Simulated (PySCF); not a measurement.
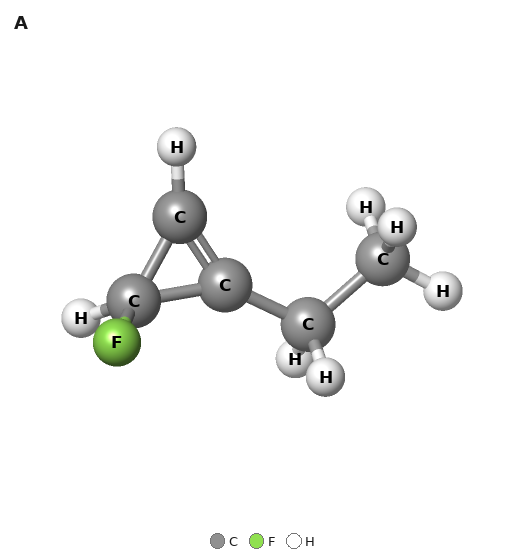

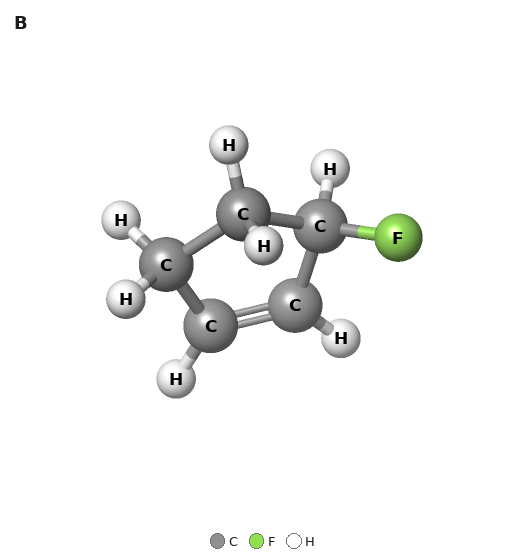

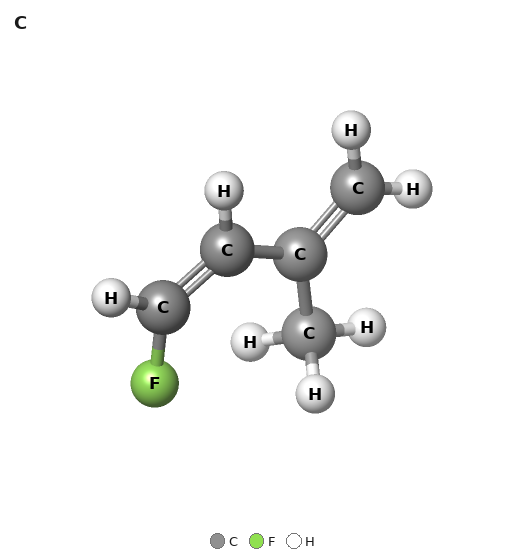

3 stationary structures of one formula. Geometries: PBE0-D3(BJ)/def2-SVP. Electronic energies: PBE0-D3(BJ)/def2-SVP (PySCF 2.14.0), without zero-point energy. No frequency run is at hand to confirm each as a minimum. Each is one conformer, not always the lowest.

**How are they related?**

They are constitutional isomers of C5H7F: A `CCC1=C[C@@H]1F`, B `F[C@H]1C=CCC1`, C `C=C(C)/C=C\F`.

**Rank them by energy, lowest first.**

B is lowest; C lies 16.8 kcal/mol above it, A lies 38.8 kcal/mol above it.
